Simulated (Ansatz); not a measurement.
The parent structure is Re in the hcp (Mg type) structure (space group P6_3/mmc, No. 194; a = 2.752 Å, c = 4.440 Å; relaxed with 0.1 eV smearing). Axes: x lies along a and z along c of the hexagonal cell.

Structures relaxed with PBEsol (Ansatz, a quantum-chemistry and plane-wave program), spin-orbit coupling left out.

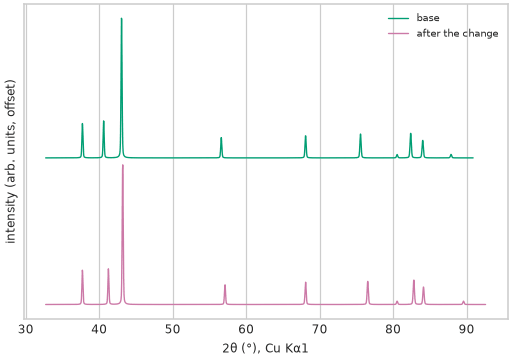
Figure: Simulated powder patterns before (top) and after one change

Problem. Name the change that was made.
A. uniaxial strain ε_zz = +3.00 %
B. uniaxial strain ε_zz = −1.50 %
C. uniaxial strain ε_zz = +0.50 %
D. uniaxial strain ε_zz = +1.00 %

Solution. B, uniaxial strain ε_zz = −1.50 %. Its volume per atom is 14.34 Å³ against 14.56 Å³, and its space group is P6_3/mmc (No. 194).

Stability against distortions was not tested. All final runs are without spin polarisation.
